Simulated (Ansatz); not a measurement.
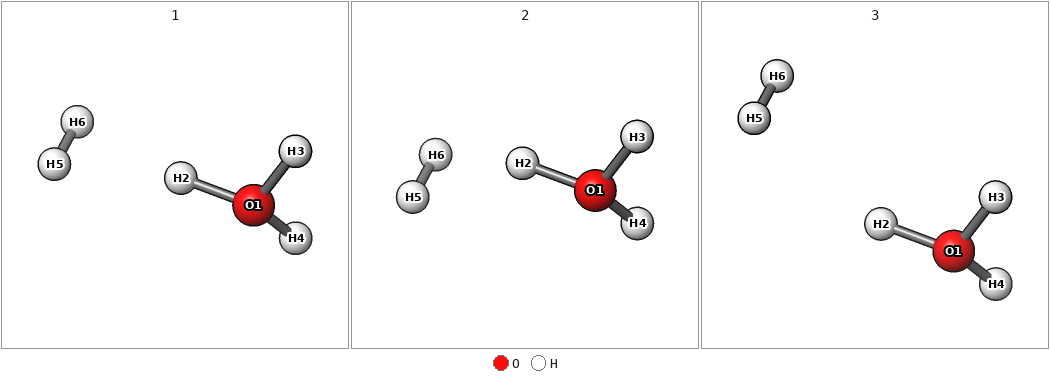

The pair H₃O···H₂, charge +1. First axis: separation of H2 and H5 along their line in the relaxed pair. Second axis: sideways slip of H5, H6. Nothing is relaxed (both partners rigid). Grid: 15 × 15 points. Points are written as (first, second). Energies are in kcal/mol, from the lowest grid point. Method: RKS B3LYP-D4/def2-TZVPD in Ansatz 0.2.0.

The numbered pictures are structures from this grid.

Q: Rank them by energy, lowest first.

A: 1, at (1.584 Å, 0.00 Å): 0.00 kcal/mol; 2, at (1.377 Å, 0.86 Å): 1.51 kcal/mol; 3, at (1.584 Å, −1.71 Å): 3.51 kcal/mol.

The map, with the structures marked:

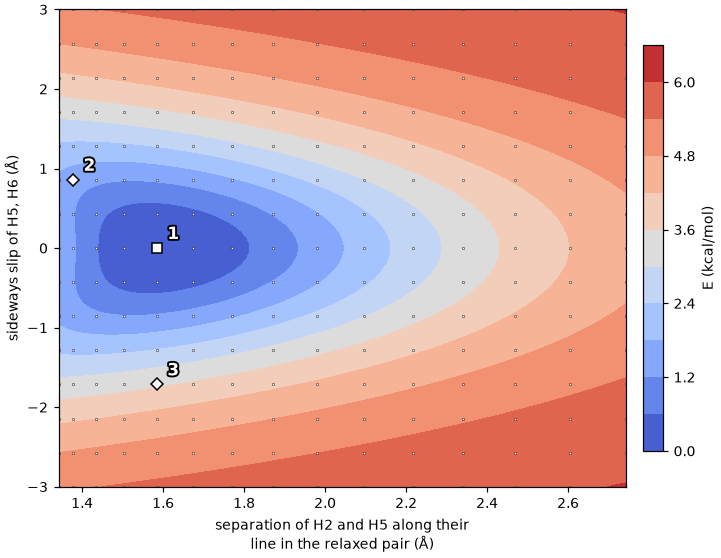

In the figure: filled contours, dots at the grid points. Between grid points the surface is interpolated.
